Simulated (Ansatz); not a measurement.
## Electronic structure of BCl3H4OSi (SMILES [SiH3][OH+][B-](Cl)(Cl)Cl) in real space

Input file:

```
crystal:
  periodic: [false, false, false]
  atoms:
    - {symbol: Si, position_ang: [0.248049, -1.028880, 1.058951]}
    - {symbol: O, position_ang: [0.615591, 0.047822, -0.247531]}
    - {symbol: B, position_ang: [-0.437254, 1.063744, -0.869804]}
    - {symbol: Cl, position_ang: [-1.288307, 0.152723, -2.193620]}
    - {symbol: Cl, position_ang: [0.533162, 2.467149, -1.464196]}
    - {symbol: Cl, position_ang: [-1.509046, 1.426060, 0.564728]}
    - {symbol: H, position_ang: [1.344468, -2.014566, 0.903708]}
    - {symbol: H, position_ang: [-1.067793, -1.645535, 0.829680]}
    - {symbol: H, position_ang: [0.375446, -0.286373, 2.321811]}
    - {symbol: H, position_ang: [1.268684, -0.233445, -0.900726]}
basis:
  gaussian: {orbitals: def2-TZVPP}
hamiltonian: {xc: pbe0, dispersion: d4}
output: {orbitals: {seedname: orbitals}}
```

Command:

```sh
ansatz run in.yaml --threads 4 --pin off --events-out ev --progress --plain --max-ram 11315MiB
```

Geometry: PBE0-D4/def2-TZVP.

Theory: RKS PBE0-D4/def2-TZVPP in Ansatz.

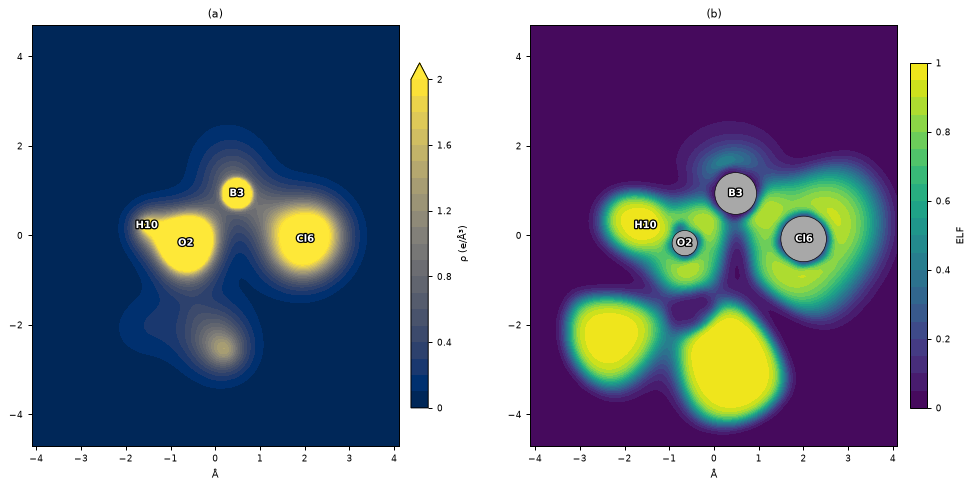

Figure 1. (a) total electron density; (b) electron localisation function on the plane of atoms B3, O2 and H10. Grey discs cover the atomic cores in the ELF map.

Q: What do the fields say about this system?

A: The plane passes through O, B, Cl and H nuclei.
B–O (1.59 Å): ρ at the midpoint is about 1.2 e/Å³; the ELF peaks at about 0.90 between the atoms; a shared but strongly polarised pair.
B–Cl (1.83 Å): ρ at the midpoint is about 1.2 e/Å³; the ELF peaks at about 0.90 between the atoms; a polar covalent bond.
O–H (0.97 Å): ρ at the midpoint is about 3.8 e/Å³; the ELF climbs to about 1 towards the hydrogen, as it does in any bond to H: an ordinary covalent bond to hydrogen.
The ELF also peaks beside Cl6, away from the bonds: lone-pair regions.

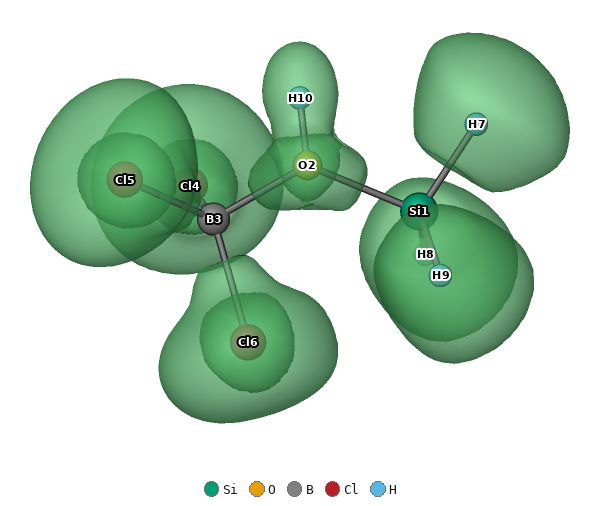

Figure 2. Isosurface of the ELF at 0.75 (green), seen at a tilt. Core shells and regions of very low density are left out.

Q: Where are the electrons localised?

A: The ELF exceeds this value in three regions around hydrogen nuclei, three regions on Cl in which the atom's valence shell and bonds are merged and one joined region spread over several atoms (H, O), in which their bonds and any lone pairs are merged. Profiles from the grid: Si–O (1.73 Å): the ELF peaks at about 0.90 between the atoms, as expected for a shared but strongly polarised pair.

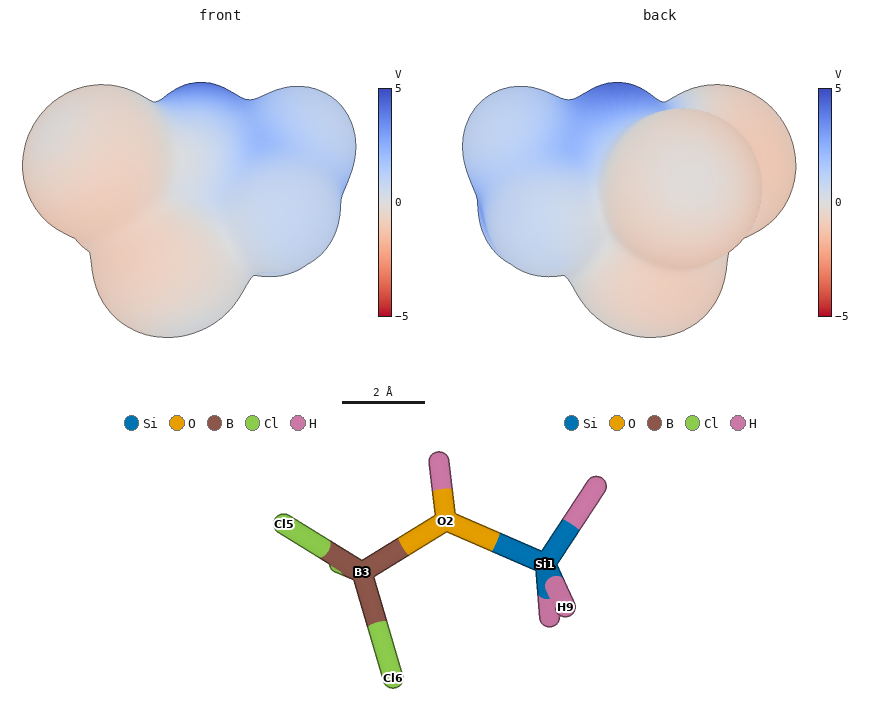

Figure 3. The electrostatic potential painted on the density surface at 0.002 e/bohr³, seen from the front and from behind; red is negative and blue positive. The bare structure is drawn below in the same view.

Q: Describe the electrostatic potential map.

A: The most negative region (about −1.0 V, or −23 kcal/mol for a unit charge) lies over Cl4 and Cl5, the most positive (about +4.0 V, or +92 kcal/mol for a unit charge) over H10.
